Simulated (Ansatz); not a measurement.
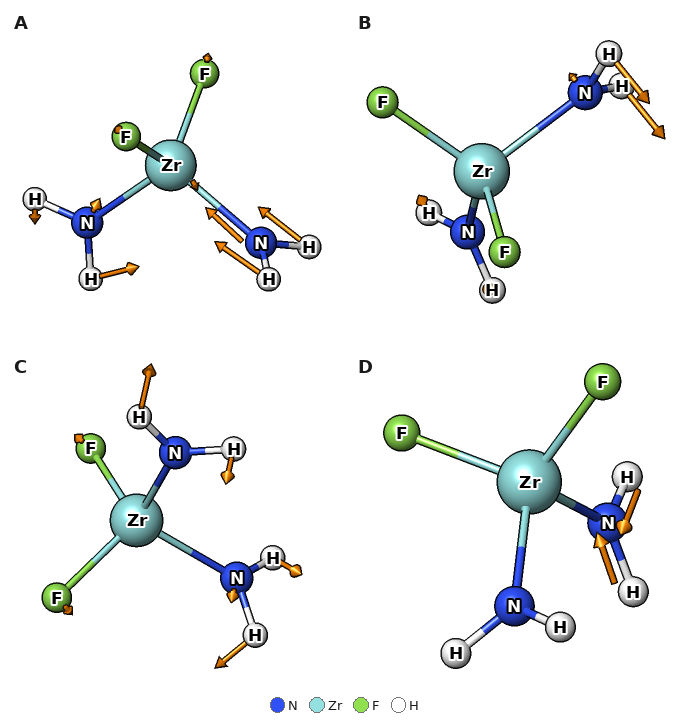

4 normal modes of one molecule or complex, as arrows. The species is neutral and a spin singlet. Harmonic vibrations computed with RKS PBE0-D4/def2-TZVP, core potentials on Zr (Ansatz 0.2.0) at a stationary point of the same level.

### Match the panels to the wavenumbers 104 cm⁻¹, 453 cm⁻¹, 664 cm⁻¹, 3562 cm⁻¹.

A: 664 cm⁻¹
B: 453 cm⁻¹
C: 104 cm⁻¹
D: 3562 cm⁻¹, in-phase stretching of 2 N–H bonds
